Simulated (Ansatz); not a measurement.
# CH4N2OSi: harmonic frequencies at the relaxed geometry, by script

Wanted for CH4N2OSi: harmonic frequencies at the relaxed geometry. SMILES: N#CN[SiH2]O.

Program: Ansatz 0.2.0, driven from Python. Level of theory: CAM-B3LYP/def2-SVP. These are calculated values, not measurements.

## Step 1: The system

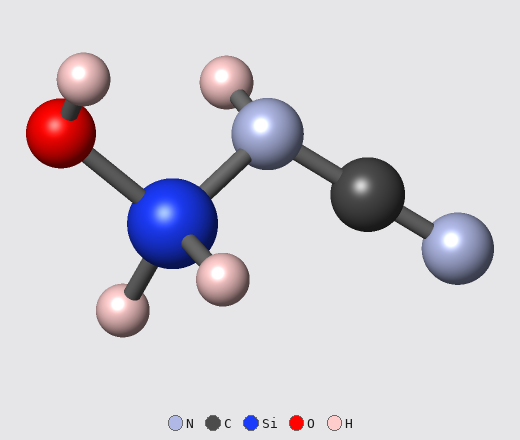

The structure that the script starts from, seen from a chosen angle (nitrogen light blue, carbon dark grey, silicon blue, oxygen red, hydrogen pink).

The script holds or builds the structure itself.

## Step 2: Script

Input file freq_ch4n2osi.py:

```python
"""Harmonic frequencies of CH4N2OSi at its relaxed geometry."""

import warnings

import ansatz as az
from ase import Atoms
import numpy as np

warnings.simplefilter("ignore", az.DeckWarning)

atoms = Atoms(["N", "C", "N", "Si", "O", "H", "H", "H", "H"], positions=[
    [2.6402, -1.3751, 0.1137],
    [1.7638, -0.5215, 0.0703],
    [0.8033, 0.4349, 0.0024],
    [-0.674, -0.2521, -0.0862],
    [-1.7346, 1.0488, -0.0255],
    [0.9106, 1.1759, -0.6991],
    [-0.8698, -0.9333, -1.382],
    [-0.9579, -1.109, 1.0797],
    [-1.7931, 1.4851, 0.9097],
])
ch4n2osi = az.Crystal.molecule_from_ase(atoms)

model = (
    ch4n2osi.calculation()
    .basis(gaussian="def2-SVP")
    .functional("cam_b3lyp")
)
symbols = [site.symbol for site in ch4n2osi.cartesian_sites]
start = np.array([site.position_ang for site in ch4n2osi.cartesian_sites], dtype=float)
def progress(event):
    if event["event"] == "relax_step":
        row = event["data"]
        print(f"step {row['step']:3d}  E = {row['lagrangian_ev']:.6f} eV  largest force component {row['allowed_force_max_ev_ang']:.4f} eV/A")


data = model.relax(force_tolerance=0.003).session().plan().execute(on_event=progress).report
end = np.array(data["positions_ang"])

print("final positions (A) and the move of each atom")
for symbol, xyz, old in zip(symbols, end, start):
    print(f"{symbol:2s} {xyz[0]:10.5f} {xyz[1]:10.5f} {xyz[2]:10.5f}   {np.linalg.norm(xyz - old):7.4f}")

# frequencies need a stationary point, so they are taken at the relaxed geometry
minimum = az.Crystal.molecule()
for symbol, place in zip(symbols, end):
    minimum = minimum.atom(symbol, place.tolist())
vibrating = (
    minimum.calculation()
    .basis(gaussian="def2-SVP")
    .functional("cam_b3lyp")
    .phonons(temperatures=(298.15, 498.15, 100))
)
vib = vibrating.run(threads=1, backend="cpu").report["vibrations"]
sums = vib["harmonic_sums"]
modes = [m["omega_inv_cm"] for m in sums["modes_at_gamma"] if m["rigid_motion"] == "no"]
for number, w in enumerate(modes, start=1):
    print(f"mode {number:2d} {w:9.1f} 1/cm {w / 8065.544 * 1000:8.2f} meV")
print("imaginary modes:", sum(w < 0 for w in modes), " zero-point energy:", round(sums["zero_point_energy_ev"], 4), "eV")
print("T (K)   F_vib (eV)   S_vib (meV/K)   C_vib (meV/K)")
for row in zip(sums["temperatures_k"], sums["vibrational_free_energy_ev"], vib["entropy_ev_per_k"], vib["heat_capacity_ev_per_k"]):
    print(f"{row[0]:6.1f} {row[1]:11.4f} {1000 * row[2]:13.4f} {1000 * row[3]:15.4f}")
```

## Step 3: The input behind the calls

The engine receives this input (first run):

```yaml
crystal:
  periodic: [false, false, false]
  atoms:
    - { symbol: "N", position_ang: [2.6402, -1.3751, 0.1137] }
    - { symbol: C, position_ang: [1.7638, -0.5215, 0.0703] }
    - { symbol: "N", position_ang: [0.8033, 0.4349, 0.0024] }
    - { symbol: Si, position_ang: [-0.674, -0.2521, -0.0862] }
    - { symbol: O, position_ang: [-1.7346, 1.0488, -0.0255] }
    - { symbol: H, position_ang: [0.9106, 1.1759, -0.6991] }
    - { symbol: H, position_ang: [-0.8698, -0.9333, -1.382] }
    - { symbol: H, position_ang: [-0.9579, -1.109, 1.0797] }
    - { symbol: H, position_ang: [-1.7931, 1.4851, 0.9097] }
basis:
  gaussian:
    orbitals: def2-SVP
hamiltonian:
  xc: cam_b3lyp
relax:
  f_tol: 0.003
```

## Step 4: Launch

Started as:

```bash
$ python freq_ch4n2osi.py
```

Standard output:

```text
step   1  E = -13997.128095 eV  largest force component 5.3857 eV/A
step   2  E = -13997.862286 eV  largest force component 2.6734 eV/A
step   3  E = -13998.030862 eV  largest force component 0.6973 eV/A
step   4  E = -13998.062593 eV  largest force component 0.9805 eV/A
step   5  E = -13998.092042 eV  largest force component 0.2205 eV/A
step   6  E = -13998.101512 eV  largest force component 0.1983 eV/A
step   7  E = -13998.108352 eV  largest force component 0.2767 eV/A
step   8  E = -13998.115475 eV  largest force component 0.1437 eV/A
step   9  E = -13998.121019 eV  largest force component 0.6735 eV/A
step  10  E = -13998.127720 eV  largest force component 0.2420 eV/A
step  11  E = -13998.129116 eV  largest force component 0.3594 eV/A
step  12  E = -13998.135591 eV  largest force component 0.1729 eV/A
step  13  E = -13998.138587 eV  largest force component 0.2199 eV/A
step  14  E = -13998.136691 eV  largest force component 0.8170 eV/A
step  15  E = -13998.144099 eV  largest force component 0.0833 eV/A
step  16  E = -13998.145118 eV  largest force component 0.2617 eV/A
step  17  E = -13998.146266 eV  largest force component 0.0575 eV/A
step  18  E = -13998.146651 eV  largest force component 0.0228 eV/A
step  19  E = -13998.146931 eV  largest force component 0.0313 eV/A
step  20  E = -13998.146992 eV  largest force component 0.0146 eV/A
step  21  E = -13998.147009 eV  largest force component 0.0103 eV/A
step  22  E = -13998.147016 eV  largest force component 0.0048 eV/A
step  23  E = -13998.147016 eV  largest force component 0.0015 eV/A
final positions (A) and the move of each atom
N     2.64720   -0.54960    1.07271    1.2654
C     1.82357   -0.28409    0.30327    0.3379
N     0.84559    0.00560   -0.56198    0.7104
Si   -0.87546   -0.23711   -0.25604    0.2639
O    -1.61908    1.06416    0.43300    0.4731
H     1.15313    0.50739   -1.39178    0.9927
H    -1.49289   -0.38988   -1.58706    0.8518
H    -0.94068   -1.43512    0.61219    0.5703
H    -1.45288    1.27235    1.35871    0.6022
mode  1      53.4 1/cm     6.63 meV
mode  2     160.9 1/cm    19.95 meV
mode  3     245.2 1/cm    30.40 meV
mode  4     319.3 1/cm    39.59 meV
mode  5     386.3 1/cm    47.89 meV
mode  6     492.6 1/cm    61.07 meV
mode  7     544.9 1/cm    67.56 meV
mode  8     609.1 1/cm    75.52 meV
mode  9     727.9 1/cm    90.25 meV
mode 10     818.0 1/cm   101.42 meV
mode 11     859.2 1/cm   106.52 meV
mode 12     921.7 1/cm   114.28 meV
mode 13     927.6 1/cm   115.01 meV
mode 14     979.5 1/cm   121.44 meV
mode 15    1162.9 1/cm   144.18 meV
mode 16    1365.8 1/cm   169.34 meV
mode 17    2293.9 1/cm   284.41 meV
mode 18    2328.5 1/cm   288.70 meV
mode 19    2423.5 1/cm   300.47 meV
mode 20    3599.4 1/cm   446.26 meV
mode 21    3910.9 1/cm   484.88 meV
imaginary modes: 0  zero-point energy: 1.5579 eV
T (K)   F_vib (eV)   S_vib (meV/K)   C_vib (meV/K)
 298.1      1.4756        0.6089          0.6874
 398.1      1.4034        0.8344          0.8726
 498.1      1.3092        1.0457          1.0117
```

Run time: 4.7 min. Hardware: 1 thread of Arm Neoverse V1, shared host; peak memory 0.3 GiB.

## Step 5: Inputs of later runs

The engine's inputs for the other runs:

Run 2, against run 1:

```diff
@@ -4,9 +4,9 @@
-    - { symbol: "N", position_ang: [2.6402, -1.3751, 0.1137] }
-    - { symbol: C, position_ang: [1.7638, -0.5215, 0.0703] }
-    - { symbol: "N", position_ang: [0.8033, 0.4349, 0.0024] }
-    - { symbol: Si, position_ang: [-0.674, -0.2521, -0.0862] }
-    - { symbol: O, position_ang: [-1.7346, 1.0488, -0.0255] }
-    - { symbol: H, position_ang: [0.9106, 1.1759, -0.6991] }
-    - { symbol: H, position_ang: [-0.8698, -0.9333, -1.382] }
-    - { symbol: H, position_ang: [-0.9579, -1.109, 1.0797] }
-    - { symbol: H, position_ang: [-1.7931, 1.4851, 0.9097] }
+    - { symbol: "N", position_ang: [2.647197986236521, -0.5495956580657703, 1.0727101795923408] }
+    - { symbol: C, position_ang: [1.823571500682005, -0.2840949344944137, 0.3032676691904588] }
+    - { symbol: "N", position_ang: [0.8455855366017516, 0.005599082248661972, -0.5619814934735589] }
+    - { symbol: Si, position_ang: [-0.8754580630657613, -0.23711022573769552, -0.25604161875109954] }
+    - { symbol: O, position_ang: [-1.6190766054419905, 1.0641579062112538, 0.432998479732866] }
+    - { symbol: H, position_ang: [1.153131468752942, 0.5073902298205898, -1.391782134685352] }
+    - { symbol: H, position_ang: [-1.4928853297273423, -0.38987764304270406, -1.5870639006676173] }
+    - { symbol: H, position_ang: [-0.9406827979924124, -1.4351213094898825, 0.6121851045553799] }
+    - { symbol: H, position_ang: [-1.4528836960457114, 1.2723525525499604, 1.358707714506583] }
@@ -18,2 +18,5 @@
-relax:
-  f_tol: 0.003
+phonons:
+  temperatures:
+    t_min: 298.15
+    t_max: 498.15
+    t_step: 100.0
```

Lines on the test bed's own set-up are left out of the output.

## Step 6: What each run gave

The 2 runs, in the order started:

```csv
run,kind of run,energy from run 1 (eV),SCF cycles in all,CPU time (s)
1,relaxation,0.0000,182,120
2,phonons,0.0000,324,160
```

## Step 7: The relaxation of run 1, step by step

Step by step:

```csv
step,energy from step 1 (eV),largest force component (eV/Å)
1,0.0000,5.3857
2,-0.7342,2.6734
3,-0.9028,0.6973
4,-0.9345,0.9805
5,-0.9639,0.2205
6,-0.9734,0.1983
7,-0.9803,0.2767
8,-0.9874,0.1437
9,-0.9929,0.6735
10,-0.9996,0.2420
11,-1.0010,0.3594
12,-1.0075,0.1729
13,-1.0105,0.2199
14,-1.0086,0.8170
15,-1.0160,0.0833
16,-1.0170,0.2617
17,-1.0182,0.0575
18,-1.0186,0.0228
19,-1.0188,0.0313
20,-1.0189,0.0146
21,-1.0189,0.0103
22,-1.0189,0.0048
23,-1.0189,0.0015
```

Step 1 is the start. Step 14 was tried and not accepted.

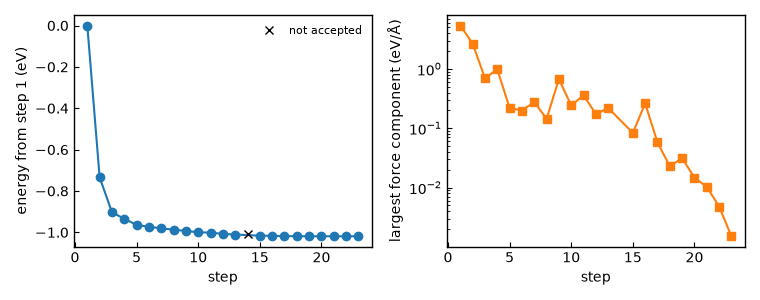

Energy and largest force along the relaxation.

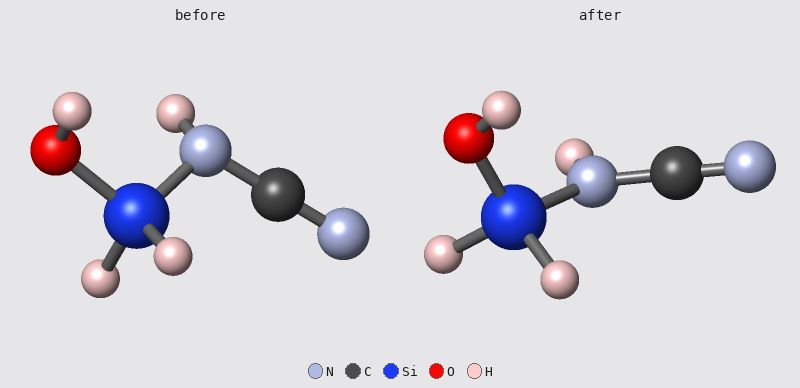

The structure before (left) and after (right) the relaxation, drawn at the same scale.

Before: Bond lengths: N1–C2 1.224 Å, C2–N3 1.357 Å, N3–Si4 1.632 Å, Si4–O5 1.680 Å, N3–H6 1.026 Å, Si4–H7 1.477 Å, Si4–H8 1.475 Å, O5–H9 1.034 Å. Angles: N1–C2–N3 179.0°, C2–N3–Si4 110.3°, C2–N3–H6 118.0°, Si4–N3–H6 111.2°, N3–Si4–O5 104.1°, N3–Si4–H7 111.2°, N3–Si4–H8 112.1°, O5–Si4–H7 107.8°, O5–Si4–H8 107.5°, H7–Si4–H8 113.6°, Si4–O5–H9 113.3°.

After: Bond lengths: N1–C2 1.158 Å, C2–N3 1.338 Å, N3–Si4 1.765 Å, Si4–O5 1.650 Å, N3–H6 1.017 Å, Si4–H7 1.475 Å, Si4–H8 1.481 Å, O5–H9 0.963 Å. Angles: N1–C2–N3 178.3°, C2–N3–Si4 124.8°, C2–N3–H6 114.4°, Si4–N3–H6 120.3°, N3–Si4–O5 113.8°, N3–Si4–H7 105.4°, N3–Si4–H8 104.8°, O5–Si4–H7 105.7°, O5–Si4–H8 111.9°, H7–Si4–H8 115.3°, Si4–O5–H9 119.6°.

## Step 8: Harmonic frequencies

Frequencies (cm⁻¹; negative: imaginary): 53, 161, 245, 319, 386, 493, 545, 609, 728, 818, 859, 922, 928, 980, 1163, 1366, 2294, 2329, 2423, 3599, 3911.

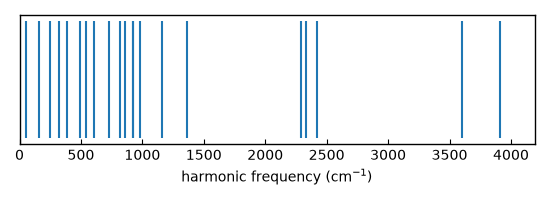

The harmonic frequencies as lines of equal height (no intensities).

## Step 9: What came out

```
                             quantity        value
                        runs compared            2
     moves of the relaxation of run 1           21
               energy gained in run 1     1.019 eV
last largest force component of run 1  0.0015 eV/Å
                    highest frequency    3911 cm⁻¹
                      imaginary modes            0
                    zero-point energy     1.558 eV
```

Run 1: After 21 moves the largest shift is 1.265 Å, of atom 1 (N). So large a move can change the bonding: the results belong to the relaxed structure. All frequencies are real, so the geometry is a minimum. The values are harmonic; measured fundamentals also hold anharmonic shifts, mostly downward for stretches. The frequencies are harmonic and unscaled, in a modest basis. The result belongs to the one conformer reached from this start, and soft torsions count as harmonic oscillators.
